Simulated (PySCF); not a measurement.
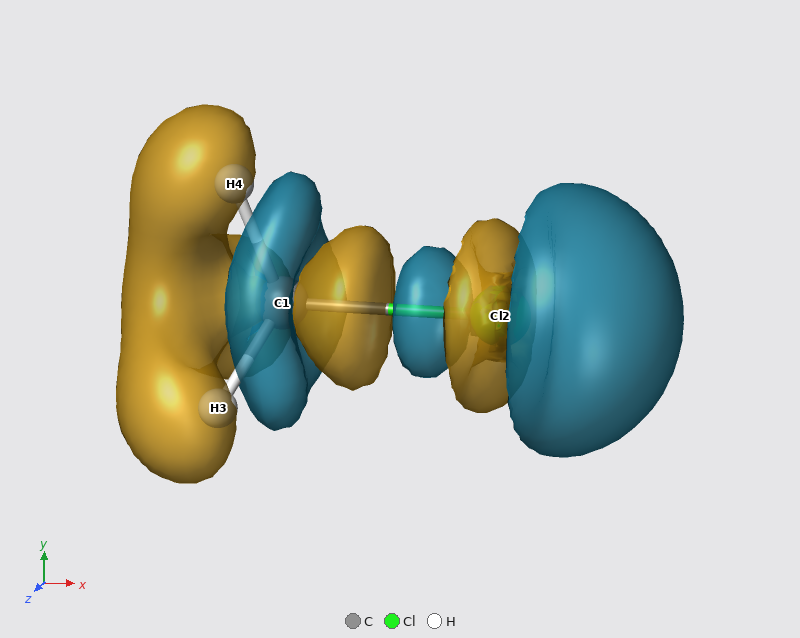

*CH₃Cl, SMILES `CCl`. Change of the electron density in a uniform field of 0.26 V/Å, surfaces at ±0.002 e/Å³ (yellow: gain, teal: loss).*

PySCF calculation, TPSS/def2-SVP, gas phase; geometry: GFN2-xTB. No frequency check shows the geometry to be a minimum. A basis without diffuse functions makes polarisabilities too small. GFN2-xTB bond lengths at metals and heavier atoms can be off by up to 0.1 Å and shapes distorted, which carries into these values.

Cartesian coordinates (Å):

```
C1      -1.1228    0.0000    0.0000
Cl2      0.6544    0.0000    0.0000
H3      -1.4628   -0.6904    0.7654
H4      -1.4629    1.0081    0.2152
H5      -1.4628   -0.3177   -0.9806
```

> Along which Cartesian direction does the field point?

Along +x: electrons gather on the −x side, against the field.

> What dipole is induced, and what polarisability does it imply?

The induced dipole is 0.34 D (along the field); α along this axis, from the fields in both directions, is 27 bohr³ (3.9 Å³).

> Which atoms gain and lose the most charge?

Electrons gather most on C1 (Hirshfeld charge changes by −0.006 e) and leave Cl2 most (+0.021 e); 0.034 electrons are displaced in all.
